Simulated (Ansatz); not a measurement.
One crystal and one scan (frozen-phonon scan) at two levels, PBE (plane waves to 420 eV, PAW, scalar-relativistic; Ansatz, a first-principles code) and r2SCAN (plane waves to 500 eV, PAW, scalar-relativistic; Ansatz), each from its own relaxed cell and on its own mesh. The cell shown is that of PBE.

Li (bcc, W type)

```
CELL_PARAMETERS angstrom
     -3.43518     3.43518     3.43518
      1.71759    -1.71759     1.71759
      1.71759     1.71759    -1.71759
ATOMIC_POSITIONS crystal
  Li 0.00000 0.00000 0.00000
  Li 0.50000 0.00000 0.00000
```

The atoms are displaced by Q × the pattern below (from a DFPT mode at N = (0.5, 0.0, 0.0), largest move 1; Q in Å), at fixed cell. (q is in reciprocal vectors of the primitive cell; the cell shown is doubled to hold the pattern.)

| atom | x | y | z |
|---|---|---|---|
| Li1 | 1.000 | 0.000 | 0.000 |
| Li2 | -1.000 | 0.000 | 0.000 |

Li was relaxed with its symmetry unable to fall. With partly filled bands, energies and forces of such displacements shift with the k mesh and the smearing. Percentages come from the unrounded values. Both scans cover Q from -0.280 to 0.280 Å.

```
quantity                                                                                    PBE  r2SCAN     PBE − r2SCAN
----------------------------------------------------------------------------------------  -----  ------  ---------------
Lattice constant a (Å)                                                                    3.435   3.477  -0.042 (-1.2 %)
Energy at Q = 0.280 Å (meV/cell)                                                             70      69        +1 (+2 %)
Harmonic wavenumber from the curvature (finite differences) (cm⁻¹ (negative: imaginary))    187     186        +1 (+1 %)
```

PBE gives the lower value for: lattice constant a. They agree on: harmonic wavenumber from the curvature (within 1.5 %). Both give the same space group of the distorted cell: Cmcm (No. 63), lowered from Im-3m.

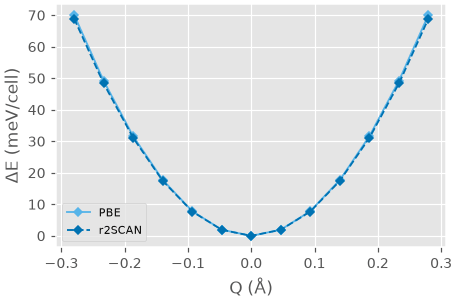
ΔE, each from the undisplaced structure of its own level.

(A displaced cell: forces are minus the slopes of the energy, force constants its curvatures, and phonons follow from these.)
